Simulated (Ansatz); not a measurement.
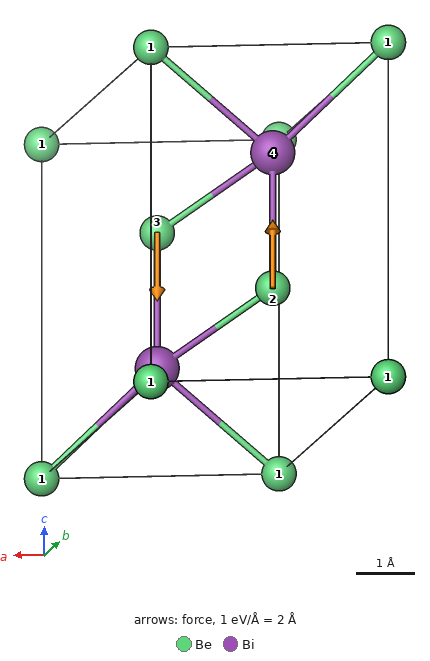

Starting geometry of crystalline Be$_{3}$Bi$_{2}$ (a generated structure, set up in P-3m1) (coarse preliminary run) with the computed forces as orange arrows. The picture is a ball-and-stick view of the cell of the calculation, seen from a free direction.

These are results of Ansatz, DFT PBE, scalar-relativistic, plane waves, PAW, not measurements. Set-up: plane-wave cutoff 420 eV; k-point mesh 6 × 6 × 4; occupations gaussian; smearing width 0.1 eV; no spin polarisation; cell and atoms relaxed; force threshold 0.04 eV/Å; at most 70 steps.

Question: What follows when this structure is relaxed?

Answer: It isn't relaxed: the largest force vector, on Be atoms, is 0.68 eV/Å. The atoms end up moving mostly along the starting forces (cosine between the two patterns 0.99). After 3 accepted moves (5 points after the start) the energy has fallen by 99.3 meV per atom. The largest force component goes from 0.68 to 0.034 eV/Å. Pressure: 0.11 GPa at the start and 0.08 GPa at the end. The line search rejected the trial step at point 3 of the run. The SCF was repeated once at an unchanged geometry on a basis and grid sized afresh for the cell, which shifted the energy by 0.1 meV per atom at most. The largest moves relative to the cell, 0.42 Å, are those of Be atoms. Largest moves by element: Be 0.42 Å, Bi 0.06 Å. The volume changes by −3.2 %, with a = b 4.162 → 3.979 Å (−4.4 %), c 6.594 → 6.983 Å (+5.9 %). Some distances before and after: Be–Bi 2.672 → 2.466 Å, Be–Bi 2.571 → 2.715 Å, Be–Bi 2.835 → 2.763 Å. Among the angles between lasting bonds that change: Bi–Be–Bi 108.1° → 94.2°, Bi–Be–Bi 110.8° → 122.2°, Bi–Be–Bi 94.5° → 92.1°. The space group stays P-3m1 (No. 164).
